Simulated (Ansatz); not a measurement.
# CH5GeNO2: a ladder of functionals and wavefunction methods, part 2 of 2

Ansatz 0.2.0, Gaussian basis; functionals in def2-TZVPP, the program's frozen cores in correlated methods.

**17. ωB97M-V (range-separated)**

in.yaml reads:

```yaml
crystal:
  periodic: [false, false, false]
  atoms:
    - {symbol: N, position_ang: [-1.702461, -0.711816, -0.342138]}
    - {symbol: Ge, position_ang: [0.011915, -0.258747, -0.030629]}
    - {symbol: O, position_ang: [0.898882, -1.780757, -0.007561]}
    - {symbol: C, position_ang: [0.785351, 1.450703, 0.116508]}
    - {symbol: O, position_ang: [0.405296, 0.805119, 1.376812]}
    - {symbol: H, position_ang: [-2.231220, -0.098272, -0.942265]}
    - {symbol: H, position_ang: [-1.822808, -1.676639, -0.614629]}
    - {symbol: H, position_ang: [1.665005, -1.726496, 0.570604]}
    - {symbol: H, position_ang: [0.214556, 2.351057, -0.112873]}
    - {symbol: H, position_ang: [1.858682, 1.594650, -0.010629]}
basis:
  gaussian: {orbitals: def2-TZVPP}
hamiltonian: {xc: {name: wB97M-V}}
output: {forces: true, orbitals: {seedname: orbitals}}
```

The program printed, cut to the lines that bear on the results:

```text
Functional definition: wB97M-V
  name "wB97M-V"
  cite "Mardirossian & Head-Gordon, J. Chem. Phys. 144, 214110 (2016) doi:10.1063/1.4952647"
  cite "Becke, J. Chem. Phys. 107, 8554 (1997) doi:10.1063/1.475007"
  cite "Vydrov & Van Voorhis, J. Chem. Phys. 133, 244103 (2010) doi:10.1063/1.3521275"
  # Of w^i u^j: cxij and so on, Table III.
[...]
  gx(w, u) = 1 - cx + cx01*u + cx10*w
[...]
Atom 6 at    -1.822808    -1.676639    -0.614629 Å, force    -0.017768     0.035023     0.008770 eV/Å
Atom 7 at     1.665005    -1.726496     0.570604 Å, force    -0.027568    -0.024960    -0.031580 eV/Å
Atom 8 at     0.214556     2.351057    -0.112873 Å, force     0.065697    -0.090947     0.035516 eV/Å
Atom 9 at     1.858682     1.594650    -0.010629 Å, force    -0.113888    -0.009714     0.026888 eV/Å
Dipole moment:    -0.038613    -0.031801    -0.544237 e Å
```

It took 4.5 s on 4 threads of AMD EPYC 9R45, shared host; peak memory 0.89 GiB.

With the free atoms at this level, -63181.296 eV in sum, the atomisation energy is 3574.2 kJ/mol. HOMO -9.03 eV, LUMO 1.35 eV.

**18. B2PLYP (double hybrid)**

in.yaml: that of step 17 with these lines changed.

```diff
@@ -15,3 +15,2 @@
   gaussian: {orbitals: def2-TZVPP}
-hamiltonian: {xc: {name: wB97M-V}}
-output: {forces: true, orbitals: {seedname: orbitals}}
+hamiltonian: {xc: {name: B2PLYP}}
```

The program printed, cut to the lines that bear on the results:

```text
Functional definition: B2PLYP
  name "B2PLYP"
  cite "Grimme, J. Chem. Phys. 124, 034108 (2006) doi:10.1063/1.2148954"
  cite "Becke, Phys. Rev. A 38, 3098 (1988) doi:10.1103/PhysRevA.38.3098"
  cite "Lee, Yang & Parr, Phys. Rev. B 37, 785 (1988) doi:10.1103/PhysRevB.37.785"
[...]
1496 factors; integrals over basis functions are off by at most 1.0e-3 eV
[...]
mean field -63199.08575522 eV, -2322.5235636255 hartree, gradient 6.6e-6 eV, S^2 0.000000; 0 other end points of the search recorded, 0 dependent functions left out
13 core orbitals not correlated: weight in the atoms' cores, before any rotation towards them, 1.000 or more for the frozen orbitals, at most 0.000 for the correlated occupied ones
reference -63199.08591939 eV, -2322.5235696586 hartree; 20, 20 occupied and 209, 209 virtual orbitals, 1496 factors
second order -36.79224582 eV of doubles, -0.00000000 eV of singles
Total energy: -63209.01982576 eV, -2322.8886339843 hartree
```

Run time: 2.5 s. Hardware: 4 threads of AMD EPYC 9R45, shared host; peak memory 0.66 GiB.

With the free atoms at this level, -63172.420 eV in sum, the atomisation energy is 3531.4 kJ/mol.

**19. PBE-QIDH (double hybrid)**

in.yaml: that of step 18 with these lines changed.

```diff
@@ -15,2 +15,2 @@
   gaussian: {orbitals: def2-TZVPP}
-hamiltonian: {xc: {name: B2PLYP}}
+hamiltonian: {xc: {name: PBE-QIDH}}
```

The program printed, cut to the lines that bear on the results:

```text
Functional definition: PBE-QIDH
  name "PBE-QIDH"
  cite "Brémond, Sancho-García, Pérez-Jiménez & Adamo, J. Chem. Phys. 141, 031101 (2014) doi:10.1063/1.4890314"
  cite "Perdew, Burke & Ernzerhof, Phys. Rev. Lett. 77, 3865 (1996) doi:10.1103/PhysRevLett.77.3865"
[...]
1496 factors; integrals over basis functions are off by at most 1.0e-3 eV
[...]
mean field -63188.11495468 eV, -2322.1203941418 hartree, gradient 1.2e-6 eV, S^2 0.000000; 0 other end points of the search recorded, 0 dependent functions left out
13 core orbitals not correlated: weight in the atoms' cores, before any rotation towards them, 1.000 or more for the frozen orbitals, at most 0.000 for the correlated occupied ones
reference -63188.11496621 eV, -2322.1203945656 hartree; 20, 20 occupied and 209, 209 virtual orbitals, 1496 factors
second order -34.05066396 eV of doubles, -0.00000000 eV of singles
Total energy: -63199.46518753 eV, -2322.5375075056 hartree
```

It took 2.6 s on 4 threads of AMD EPYC 9R45, shared host; peak memory 0.66 GiB.

With the free atoms at this level, -63162.880 eV in sum, the atomisation energy is 3529.9 kJ/mol.

**20. Orbital energies across the functionals**

Dipoles come from the runs that computed forces. Levels, from each run's orbital file:

| functional | HOMO (eV) | LUMO (eV) | gap (eV) | dipole (D) |
| --- | --- | --- | --- | --- |
| LDA (SPW92) | -5.70 | -1.59 | 4.10 |  |
| PBE-D4 | -5.49 | -1.36 | 4.14 | 2.37 |
| revPBE-D4 | -5.42 | -1.25 | 4.17 |  |
| BLYP-D4 | -5.38 | -1.35 | 4.03 |  |
| r2SCAN-D4 | -5.74 | -1.02 | 4.72 | 2.44 |
| B97M-V | -5.78 | -1.10 | 4.68 |  |
| PBE0-D4 | -6.80 | -0.41 | 6.39 |  |
| B3LYP-D4 | -6.59 | -0.76 | 5.83 | 2.57 |
| r2SCANh-D4 | -6.23 | -0.68 | 5.55 |  |
| r2SCAN0-D4 | -6.97 | -0.19 | 6.77 |  |
| HSE06-D4 | -6.39 | -0.78 | 5.61 |  |
| BHLYP-D4 | -8.01 | 0.42 | 8.44 |  |
| CAM-B3LYP-D4 | -8.17 | 0.51 | 8.68 |  |
| LC-ωPBE | -9.49 | 1.84 | 11.32 |  |
| ωB97X-V | -9.13 | 1.65 | 10.78 |  |
| ωB97M-V | -9.03 | 1.35 | 10.39 | 2.63 |

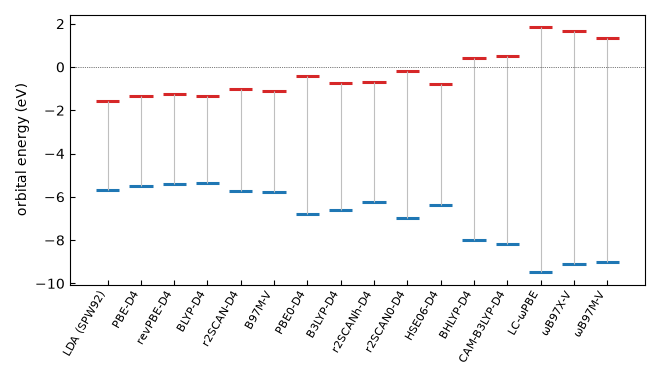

Highest occupied (blue) and lowest empty (red) level by functional.

**21. CCSD(T) in def2-SVP**

in.yaml: that of step 19 with these lines changed.

```diff
@@ -14,3 +14,3 @@
 basis:
-  gaussian: {orbitals: def2-TZVPP}
-hamiltonian: {xc: {name: PBE-QIDH}}
+  gaussian: {orbitals: def2-SVP}
+correlation: {method: ccsd_t}
```

The program printed, cut to the lines that bear on the results:

```text
Functional definition: HF
  name "HF"
  cite "Fock, Z. Phys. 61, 126 (1930) doi:10.1007/BF01340294"
  parent pbe
[...]
1122 factors; integrals over basis functions are off by at most 1.5e-3 eV
[...]
mean field -63126.15203989 eV, -2319.8432990234 hartree, gradient 9.8e-6 eV, S^2 0.000000; 0 other end points of the search recorded, 0 dependent functions left out
13 core orbitals not correlated: weight in the atoms' cores, before any rotation towards them, 1.000 or more for the frozen orbitals, at most 0.000 for the correlated occupied ones
reference -63126.15203989 eV, -2319.8432990234 hartree; 20, 20 occupied and 80, 80 virtual orbitals, 1122 factors
second order -24.72614710 eV of doubles, -0.00000000 eV of singles
cycle   1  -24.44568997 eV  change    2.8e-1 eV  update   1.2e-1
[...]
cycle   9  -25.25208283 eV  change   -1.5e-5 eV  update   3.1e-5
perturbative correction -0.73518271 eV, -0.0270174663 hartree
Total energy: -63152.13930543 eV, -2320.7983134172 hartree
```

It took 4 s on 4 threads of AMD EPYC 9R45, shared host; peak memory 0.63 GiB.

**22. CCSD(T) in def2-TZVPP**

in.yaml: that of step 21 with these lines changed.

```diff
@@ -14,3 +14,4 @@
 basis:
-  gaussian: {orbitals: def2-SVP}
+  gaussian: {orbitals: def2-TZVPP}
 correlation: {method: ccsd_t}
+output: {orbitals: {seedname: orbitals}}
```

The program printed, cut to the lines that bear on the results:

```text
Functional definition: HF
  name "HF"
  cite "Fock, Z. Phys. 61, 126 (1930) doi:10.1007/BF01340294"
  parent pbe
[...]
1496 factors; integrals over basis functions are off by at most 1.0e-3 eV
[...]
mean field -63141.92130374 eV, -2320.4228087808 hartree, gradient 2.1e-6 eV, S^2 0.000000; 0 other end points of the search recorded, 0 dependent functions left out
13 core orbitals not correlated: weight in the atoms' cores, before any rotation towards them, 1.000 or more for the frozen orbitals, at most 0.000 for the correlated occupied ones
reference -63141.92130374 eV, -2320.4228087808 hartree; 20, 20 occupied and 209, 209 virtual orbitals, 1496 factors
second order -30.26986581 eV of doubles, -0.00000000 eV of singles
cycle   1  -29.61055124 eV  change    6.6e-1 eV  update   1.3e-1
[...]
cycle   9  -30.53871419 eV  change   -3.4e-5 eV  update   3.4e-5
perturbative correction -1.25212695 eV, -0.0460148167 hartree
Total energy: -63173.71214487 eV, -2321.5911006440 hartree
```

It took 74 s on 4 threads of AMD EPYC 9R45, shared host; peak memory 5.2 GiB.

**23. MP2 in def2-QZVPP**

in.yaml: that of step 22 with these lines changed.

```diff
@@ -14,4 +14,3 @@
 basis:
-  gaussian: {orbitals: def2-TZVPP}
-correlation: {method: ccsd_t}
-output: {orbitals: {seedname: orbitals}}
+  gaussian: {orbitals: "def2-QZVPP.json"}
+correlation: {method: mp2}
```

The program printed, cut to the lines that bear on the results:

```text
Functional definition: HF
  name "HF"
  cite "Fock, Z. Phys. 61, 126 (1930) doi:10.1007/BF01340294"
  parent pbe
[...]
2914 factors; integrals over basis functions are off by at most 1.1e-3 eV
[...]
mean field -63143.39611910 eV, -2320.4770072459 hartree, gradient 2.2e-6 eV, S^2 0.000000; 0 other end points of the search recorded, 0 dependent functions left out
13 core orbitals not correlated: weight in the atoms' cores, before any rotation towards them, 1.000 or more for the frozen orbitals, at most 0.000 for the correlated occupied ones
reference -63143.39611910 eV, -2320.4770072459 hartree; 20, 20 occupied and 434, 434 virtual orbitals, 2914 factors
second order -39.20887432 eV of doubles, -0.00000000 eV of singles
Total energy: -63182.60499342 eV, -2321.9179068003 hartree
```

Run time: 9.5 s. Hardware: 4 threads of AMD EPYC 9R45, shared host; peak memory 2.8 GiB.

The pieces so far (eV):

| basis | HF | MP2 correlation | CCSD correlation | (T) | total |
| --- | --- | --- | --- | --- | --- |
| def2-SVP | -63126.1520 | -24.7261 | -25.2521 | -0.7352 | -63152.1393 |
| def2-TZVPP | -63141.9213 | -30.2699 | -30.5387 | -1.2521 | -63173.7121 |
| def2-QZVPP | -63143.3961 | -39.2089 |  |  | -63182.6050 (MP2) |

The report of the def2-TZVPP run gives T1 = 0.0128.

**24. From triple and quadruple zeta to the limit**

This step is arithmetic on the last runs, with X = 3 and 4: exp(−7.88√X) for Hartree-Fock, X^−2.97 for correlation; only MP2 was run in the larger set, so CCSD(T) minus MP2 is added from the smaller one.

| level | energy at the limit (eV) |
| --- | --- |
| HF | -63143.5993 |
| MP2 | -63189.4296 |
| CCSD | -63189.6985 |
| CCSD(T) | -63190.9506 |

This is no true limit for total energies: MP2 correlation changes by a factor of 1.30 from triple to quadruple zeta (about 1.07 in light molecules), because outer-core shells are correlated in sets not made for them. Much of that cancels between molecule and atoms or ions.

**25. RPA on PBE orbitals**

in.yaml: that of step 23 with these lines changed.

```diff
@@ -14,3 +14,4 @@
 basis:
-  gaussian: {orbitals: "def2-QZVPP.json"}
-correlation: {method: mp2}
+  gaussian: {orbitals: def2-TZVPP}
+hamiltonian: {xc: pbe}
+correlation: {method: rpa}
```

The program printed, cut to the lines that bear on the results:

```text
Functional definition: PBE
  name "PBE"
  cite "Perdew, Burke & Ernzerhof, Phys. Rev. Lett. 77, 3865 (1996) doi:10.1103/PhysRevLett.77.3865"
  parent pbe
[...]
1496 factors; integrals over basis functions are off by at most 1.0e-3 eV
[...]
mean field -63207.71847487 eV, -2322.8408102212 hartree, gradient 7.9e-6 eV, S^2 0.000000; 0 other end points of the search recorded, 0 dependent functions left out
13 core orbitals not correlated: weight in the atoms' cores, before any rotation towards them, 1.000 or more for the frozen orbitals, at most 0.000 for the correlated occupied ones
reference -63139.82629295 eV, -2320.3458185546 hartree; 20, 20 occupied and 209, 209 virtual orbitals, 1496 factors
Total energy: -63186.28412613 eV, -2322.0531124337 hartree
```

Wall time 2.7 s (4 threads of AMD EPYC 9R45, shared host); peak memory 0.64 GiB.

RPA correlation: -46.458 eV. No RPA run of the hydrogen atom was made, so RPA has no atomisation energy below.

**26. The ladder**

Atomisation energy = energies of 1 N, 1 Ge, 2 O, 1 C, 5 H (separate runs, same level) minus the molecule's; electronic only, no spin-orbit term.

Differences are taken before rounding.

| method | rung | atoms, summed (eV) | atomisation energy (kJ/mol) | from CCSD(T)/CBS (kJ/mol) | time |
| --- | --- | --- | --- | --- | --- |
| LDA (SPW92) | LDA | -63042.731 | 4217.1 | +622.3 | 0.65 s |
| PBE-D4 | GGA | -63169.799 | 3677.7 | +82.9 | 1.1 s |
| revPBE-D4 | GGA | -63180.962 | 3558.2 | -36.6 | 0.9 s |
| BLYP-D4 | GGA | -63186.899 | 3583.8 | -10.9 | 1 s |
| r2SCAN-D4 | meta-GGA | -63183.047 | 3578.4 | -16.3 | 1.9 s |
| B97M-V | meta-GGA | -63174.569 | 3576.6 | -18.2 | 3.3 s |
| PBE0-D4 | hybrid | -63172.505 | 3557.6 | -37.2 | 1.4 s |
| B3LYP-D4 | hybrid | -63188.428 | 3553.2 | -41.5 | 2 s |
| r2SCANh-D4 | hybrid | -63182.829 | 3536.8 | -58.0 | 1.8 s |
| r2SCAN0-D4 | hybrid | -63182.524 | 3477.0 | -117.8 | 1.9 s |
| HSE06-D4 | hybrid | -63172.163 | 3561.2 | -33.6 | 1.4 s |
| BHLYP-D4 | hybrid | -63184.555 | 3384.6 | -210.1 | 1.4 s |
| CAM-B3LYP-D4 | range-separated | -63187.514 | 3578.5 | -16.3 | 1.6 s |
| LC-ωPBE | range-separated | -63175.381 | 3562.1 | -32.7 | 1.2 s |
| ωB97X-V | range-separated | -63179.145 | 3589.8 | -5.0 | 3.1 s |
| ωB97M-V | range-separated | -63181.296 | 3574.2 | -20.6 | 4.5 s |
| B2PLYP | double hybrid | -63172.420 | 3531.4 | -63.4 | 2.5 s |
| PBE-QIDH | double hybrid | -63162.880 | 3529.9 | -64.9 | 2.6 s |
| HF/def2-TZVPP | wavefunction | -63118.076 | 2300.7 | -1294.1 |  |
| MP2/def2-TZVPP | wavefunction | -63135.123 | 3576.5 | -18.2 |  |
| CCSD/def2-TZVPP | wavefunction | -63137.201 | 3402.0 | -192.8 |  |
| CCSD(T)/def2-SVP | wavefunction | -63118.103 | 3284.0 | -310.8 | 4 s |
| CCSD(T)/def2-TZVPP | wavefunction | -63137.645 | 3479.9 | -114.9 | 74 s |
| MP2/CBS | wavefunction | -63151.171 | 3691.4 | +96.6 |  |
| CCSD(T)/CBS | wavefunction | -63153.693 | 3594.8 | 0 | 83 s |

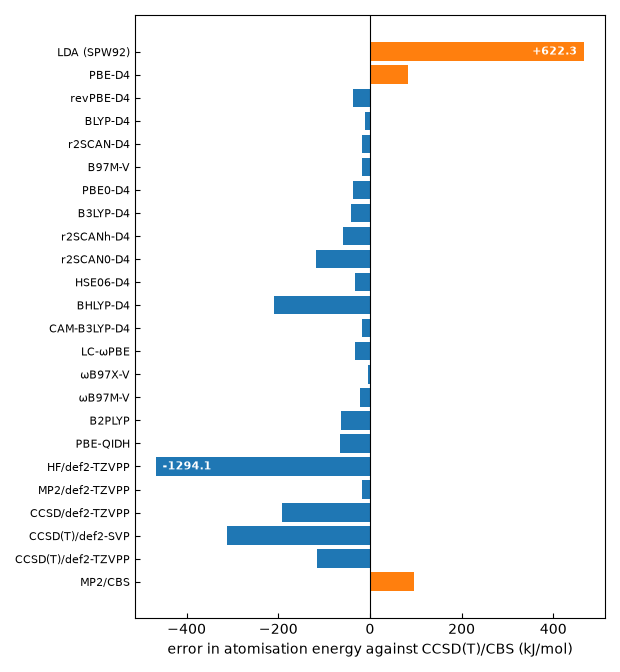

Deviations from CCSD(T)/CBS, method by method. Bars with a number in them are cut short.

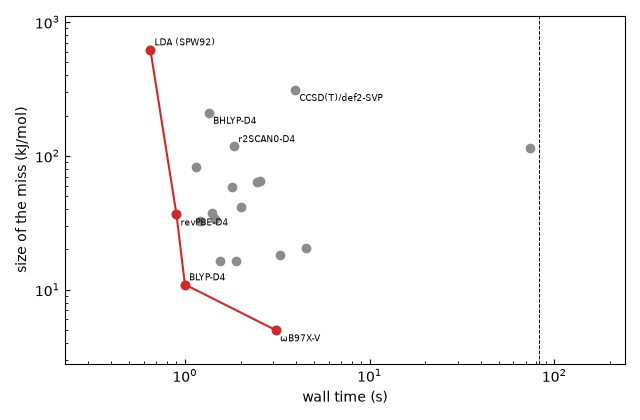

Miss against cost. Red marks the levels that no quicker level drawn beats (of those quicker than the yardstick), and the dashed line is the time of CCSD(T)/CBS. Only those levels and the largest misses are named. Times are from a shared host.

LDA (SPW92), LC-ωPBE, B2PLYP, PBE-QIDH carry no dispersion term (for B3LYP, D4 adds 30.7 kJ/mol).

Times are those of the molecule's run; HF, MP2 and CCSD come out of the CCSD(T) runs, and the limit's time is the sum of the runs that it needs.

**27. Summary of results**

What follows sums up all 2 parts.

| quantity | value |
| --- | --- |
| atomisation energy, CCSD(T)/CBS | 3594.8 kJ/mol |
| functionals within 35.9 kJ/mol (1.0 %) | BLYP-D4, r2SCAN-D4, B97M-V, HSE06-D4, CAM-B3LYP-D4, LC-ωPBE, ωB97X-V, ωB97M-V |
| farthest beyond LDA | BHLYP-D4 (-210.1 kJ/mol) |
| mean size of error, GGA | 43.5 kJ/mol |
| mean size of error, meta-GGA | 17.3 kJ/mol |
| mean size of error, hybrid | 83.0 kJ/mol |
| mean size of error, range-separated | 18.7 kJ/mol |
| mean size of error, double hybrid | 64.1 kJ/mol |
| gap, smallest and largest | 4.03 eV (BLYP-D4), 11.32 eV (LC-ωPBE) |
| T1 diagnostic | 0.0128 |
| triples share of the correlation energy | 3.9 % |

**Reading.** The LDA atomisation energy is off by 622.3 kJ/mol (17 %): it overbinds. PBE-D4 is off by +82.9 kJ/mol. Double hybrids carry the basis error of their MP2 part in triple zeta, and no dispersion term here, so their miss is partly the set-up's. The rungs meta-GGA, range-separated miss on average by less than the doubt on the reference (35.9 kJ/mol), so they tie. Misses under about 35.9 kJ/mol are within the doubt on the reference itself, which lacks core-valence correlation, relativity and higher excitations, and its outer-core shells are covered unevenly. Hartree-Fock recovers 64 % of the binding; the rest is correlation. CCSD(T) in def2-SVP is off by -310.8 kJ/mol, which most functionals beat. Orbital gaps span 4.0 to 11.3 eV; exact exchange widens them. Correlated methods include outer-core shells of Ge, which these sets cover unevenly.

For cost: ωB97X-V gets within 5.0 kJ/mol in 3.1 s, where CCSD(T)/CBS took 83 s; the quickest level in the cost chart, LDA (SPW92), takes 0.65 s and misses by 622.3 kJ/mol.
